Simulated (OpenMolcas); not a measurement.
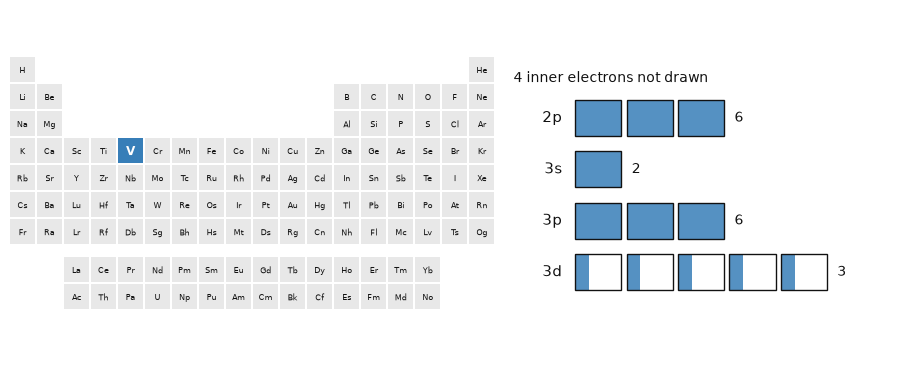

Fig. 1: Left, the place of vanadium in the periodic table; right, the outer shells of the leading configuration of the lowest level: a box for each of the 2l + 1 orbitals, shaded by the share of the shell that is filled, with the electron count at the right.

## V²⁺ complex: multiconfigurational calculation

- system: V²⁺ with 6 ligands (Cl; octahedron, 2.47 Å), embedded in NaCl by model potentials and point charges, whose field is part of the energies.
- method: state-averaged SS-CASPT2, IPEA shift 0.25, imaginary shift 0.1 hartree, closed shells 3s 3p of the metal and the valence shells of the ligands correlated, active space 3 electrons in the shell 3d, basis ANO-RCC-VDZP on the metal and ANO-RCC-VDZP on the ligands, DKH2 scalar Hamiltonian, spin-orbit coupling by RASSI with atomic mean-field integrals (OpenMolcas)

Results in brief:

- outcome: converged
- energy of the lowest spin-free term: −3717.42825 hartree
- energy of the lowest spin-orbit level: −3717.42829 hartree
- CASPT2 correlation energy: −1.2198 hartree
- largest spread among components of a term: 84.1 cm⁻¹
- lowest reference weight: 0.680
- hardware: 1 thread of Arm Neoverse V1, 24 GiB of memory available, shared host
- wall time: 3.6 min
- peak memory: 0.18 GiB

Remarks:

The components of ²E, which symmetry makes degenerate, are split by 84 cm⁻¹ in CASPT2, and those of 2 more by over 50 cm⁻¹. This is an artefact; the levels of such states rest on averages and are uncertain by about as much. Caveats: the geometry is set by hand, with no relaxation.

Input file:
```
&GATEWAY
Basis set
V.ANO-RCC-VDZP.
V1 0.0 0.0 0.0 Angstrom
End of basis
Basis set
Cl.ANO-RCC-VDZP.
L1 2.470000 0.000000 0.000000 Angstrom
L2 0.000000 2.470000 0.000000 Angstrom
L3 0.000000 0.000000 2.470000 Angstrom
End of basis
Basis set
Na.EMB-AIMP.Barandiaran.6s3p.1s1p.ECP.NaCl.
PseudoCharge
* 3 symmetry-unique lattice sites within 7.6 angstrom
End of basis
Basis set
Na.EMB-AIMP.Barandiaran.0s.0s.ECP.NaCl.
PseudoCharge
* 18 symmetry-unique lattice sites within 7.6 angstrom
End of basis
Basis set
Cl.EMB-AIMP.Barandiaran.0s.0s.ECP.NaCl.
PseudoCharge
* 16 symmetry-unique lattice sites within 7.6 angstrom
End of basis
Symmetry
XYZ
AngMom=0.0 0.0 0.0
AMFI
RICD
XField
1058 Angstrom 0
* Evjen-weighted lattice charges
&SEWARD
&RASSCF
FileOrb=start.orb
Symmetry=1
Spin=4
nActEl=3 0 0
Inactive=30 33
Ras2=5 0
CIRoot=10 10 1
SDav=10
CIMx=300
Iter=150 100
PrWF=0.3
OrbListing=Nothing
MaxOrb=0
LevShft=1.0
>>> COPY $Project.JobIph JOB001
&RASSCF
FileOrb=start.orb
Symmetry=1
Spin=2
nActEl=3 0 0
Inactive=30 33
Ras2=5 0
CIRoot=40 40 1
SDav=40
CIMx=300
Iter=150 100
PrWF=0.3
OrbListing=Nothing
MaxOrb=0
LevShft=1.0
>>> COPY $Project.JobIph JOB002
&RASSI
NrOfJobIphs=2 10 40
1 2 3 4 5 6 7 8 9 10
1 2 3 4 5 6 7 8 9 10 11 12 13 14 15 16 17 18 19 20 21 22 23 24 25 26 27
28 29 30 31 32 33 34 35 36 37 38 39 40
IphNames
JOB001
JOB002
EJob
SpinOrbit
DIPRint=1.0
SOCoupling=1000.0
Subsets=2
Property=9
'ANGMOM' 1 'ANGMOM' 2 'ANGMOM' 3 'MLTPL  1' 1 'MLTPL  1' 2 'MLTPL  1' 3
'AMFI' 1 'AMFI' 2 'AMFI' 3
SOProperty=3
'ANGMOM' 1 'ANGMOM' 2 'ANGMOM' 3
>>> COPY JOB001 $Project.JobIph
&CASPT2
Multistate=10 1 2 3 4 5 6 7 8 9 10
NoMult
Frozen=17 18
IPEA=0.25
Imaginary=0.1
MaxIter=60
WThr=0.0 0.3 0.05
PrWF=0.5
NoMix
>>> COPY JOB002 $Project.JobIph
&CASPT2
Multistate=40 1 2 3 4 5 6 7 8 9 10 11 12 13 14 15 16 17 18 19 20 21 22
23 24 25 26 27 28 29 30 31 32 33 34 35 36 37 38 39 40
NoMult
Frozen=17 18
IPEA=0.25
Imaginary=0.1
MaxIter=60
WThr=0.0 0.3 0.05
PrWF=0.5
NoMix
```

The file start.orb holds starting orbitals from an earlier step. A driver script formed the levels outside the program, from RASSI's spin-orbit matrix and the CASPT2 energies (for multi-state variants, the effective Hamiltonian), averaged over the components of each term or state. The log and the time are those of the CASPT2 step.

Run as:
```bash
OMP_NUM_THREADS=1 MOLCAS_MEM=2457 MOLCAS_PROJECT=a pymolcas a.inp > a.log  # once for each step of the input, in one work folder
```

Log (extracts):
```
--- CASPT2 ---
Orbital specifications:
      -----------------------

      Symmetry species                           1   2
                                                ag  au
      Frozen orbitals                           17  18
      Inactive orbitals                         13  15
      Active orbitals                            5   0
      Secondary orbitals                        46  52
      Deleted orbitals                           0   0
      Number of basis functions                 81  85
Type of calculation                        SS-CASPT2
      Fock operator                              state-specific
      IPEA shift                                 0.25
      Real shift                                 0.00
      Imaginary shift                            0.10
      The input orbitals will be transformed to quasi-canonical
Reference energy:       -3716.2084848084
      E2 (Non-variational):      -1.2179169594
      Shift correction:          -0.0018480140
      E2 (Variational):          -1.2197649735
      Total energy:           -3717.4282497818
      Residual norm:              0.0000001828
      Reference weight:           0.69011
      Contributions to the CASPT2 correlation energy
      Active & Virtual Only:         -0.0203707675
      One Inactive Excited:          -0.1412635872
      Two Inactive Excited:          -1.0562826047
Reference energy:       -3716.1693895003
      E2 (Non-variational):      -1.2133003547
      Shift correction:          -0.0018301237
      E2 (Variational):          -1.2151304784
      Total energy:           -3717.3845199787
      Residual norm:              0.0000003551
      Reference weight:           0.69140
      Contributions to the CASPT2 correlation energy
      Active & Virtual Only:         -0.0195644771
      One Inactive Excited:          -0.1416496092
      Two Inactive Excited:          -1.0520862684
::    CASPT2 Root  1     Total energy:  -3717.42824978
::    CASPT2 Root  2     Total energy:  -3717.38451998
::    CASPT2 Root  3     Total energy:  -3717.38442812
::    CASPT2 Root  4     Total energy:  -3717.38442954
::    CASPT2 Root  5     Total energy:  -3717.36279610
::    CASPT2 Root  6     Total energy:  -3717.36279811
::    CASPT2 Root  7     Total energy:  -3717.36279493
::    CASPT2 Root  8     Total energy:  -3717.32359472
::    CASPT2 Root  9     Total energy:  -3717.32358832
::    CASPT2 Root 10     Total energy:  -3717.32359158
--- CASPT2 ---
Orbital specifications:
      -----------------------

      Symmetry species                           1   2
                                                ag  au
      Frozen orbitals                           17  18
      Inactive orbitals                         13  15
      Active orbitals                            5   0
      Secondary orbitals                        46  52
      Deleted orbitals                           0   0
      Number of basis functions                 81  85
Type of calculation                        SS-CASPT2
      Fock operator                              state-specific
      IPEA shift                                 0.25
      Real shift                                 0.00
      Imaginary shift                            0.10
      The input orbitals will be transformed to quasi-canonical
Reference energy:       -3716.1363334484
      E2 (Non-variational):      -1.2334228654
      Shift correction:          -0.0019069690
      E2 (Variational):          -1.2353298344
      Total energy:           -3717.3716632828
      Residual norm:              0.0000000833
      Reference weight:           0.68639
      Contributions to the CASPT2 correlation energy
      Active & Virtual Only:         -0.0266293329
      One Inactive Excited:          -0.1467238844
      Two Inactive Excited:          -1.0600696481
Reference energy:       -3716.1363334484
      E2 (Non-variational):      -1.2336622509
      Shift correction:          -0.0019073769
      E2 (Variational):          -1.2355696278
      Total energy:           -3717.3719030762
      Residual norm:              0.0000000847
      Reference weight:           0.68634
      Contributions to the CASPT2 correlation energy
      Active & Virtual Only:         -0.0266294550
      One Inactive Excited:          -0.1469623973
      Two Inactive Excited:          -1.0600703986
::    CASPT2 Root  1     Total energy:  -3717.37166328
::    CASPT2 Root  2     Total energy:  -3717.37190308
::    CASPT2 Root  3     Total energy:  -3717.36803935
::    CASPT2 Root  4     Total energy:  -3717.36803686
::    CASPT2 Root  5     Total energy:  -3717.36774787
::    CASPT2 Root  6     Total energy:  -3717.35015439
::    CASPT2 Root  7     Total energy:  -3717.35015349
::    CASPT2 Root  8     Total energy:  -3717.35015895
::    CASPT2 Root  9     Total energy:  -3717.34176966
::    CASPT2 Root 10     Total energy:  -3717.32646176
::    CASPT2 Root 11     Total energy:  -3717.32646364
::    CASPT2 Root 12     Total energy:  -3717.32646625
::    CASPT2 Root 13     Total energy:  -3717.32367888
::    CASPT2 Root 14     Total energy:  -3717.32359701
::    CASPT2 Root 15     Total energy:  -3717.32350794
::    CASPT2 Root 16     Total energy:  -3717.32083895
::    CASPT2 Root 17     Total energy:  -3717.32122208
::    CASPT2 Root 18     Total energy:  -3717.30651354
::    CASPT2 Root 19     Total energy:  -3717.30650765
::    CASPT2 Root 20     Total energy:  -3717.30650050
::    CASPT2 Root 21     Total energy:  -3717.27618512
::    CASPT2 Root 22     Total energy:  -3717.27617860
::    CASPT2 Root 23     Total energy:  -3717.27616617
::    CASPT2 Root 24     Total energy:  -3717.27933277
::    CASPT2 Root 25     Total energy:  -3717.27933287
::    CASPT2 Root 26     Total energy:  -3717.27939453
::    CASPT2 Root 27     Total energy:  -3717.27442530
::    CASPT2 Root 28     Total energy:  -3717.24941534
::    CASPT2 Root 29     Total energy:  -3717.24945498
::    CASPT2 Root 30     Total energy:  -3717.27030607
```

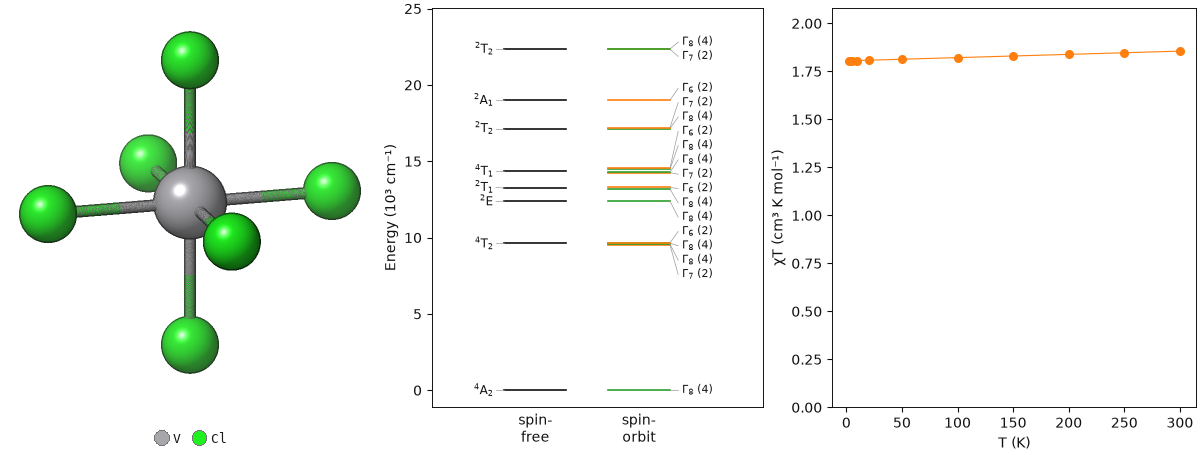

Fig. 2: V²⁺ (3d³) as a dopant in NaCl, a cluster with its 6 nearest Cl⁻ at 2.470 Å (octahedron) embedded in model potentials and point charges; the geometry was set, not optimised, and its levels and susceptibility. Labels give the representation in O, Td, D4 or D3 as the site allows (double group for half-integer spin) where it could be assigned and, in brackets, the degeneracy; spin-free states, where drawn, share the zero of the spin-orbit levels. Powder susceptibility by Van Vleck's formula. The ground level is Γ₈, 4-fold degenerate, 100 % from states of spin multiplicity 4. The next level lies at 9,540 cm⁻¹ (Γ₇). The lowest spin-free state is ⁴A₂; of the same spin there follow at 9,610 cm⁻¹ (⁴T₂) and 14,400 cm⁻¹ (⁴T₁) above it. χT is 1.81 cm³ K mol⁻¹ at 2 K and 1.86 at 300 K, an effective moment of 3.85 μB.
